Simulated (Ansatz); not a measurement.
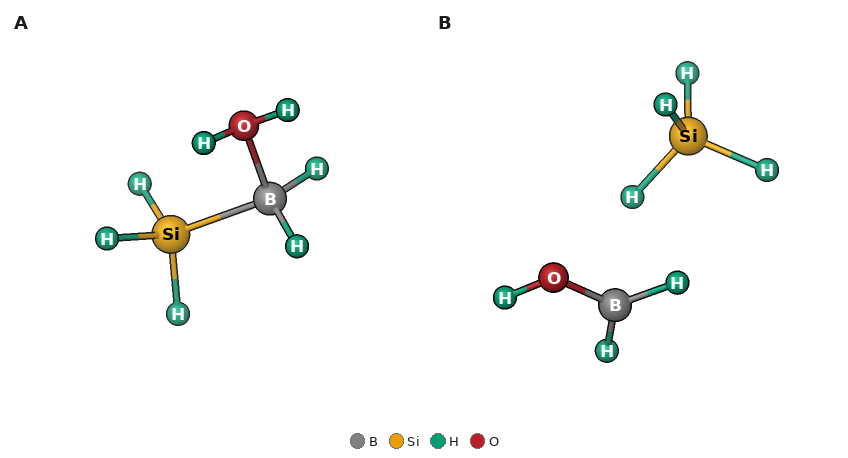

2 stationary structures of one formula. Geometries: PBE0-D4/def2-TZVP. Electronic energies: PBE-QIDH (frozen core)/def2-TZVPP (Ansatz 0.2.0), without zero-point energy. Each is one conformer, not always the lowest.

Which is lowest in energy, and by how much?

B is lowest (a minimum); A lies 21.9 kcal/mol above it (a minimum).
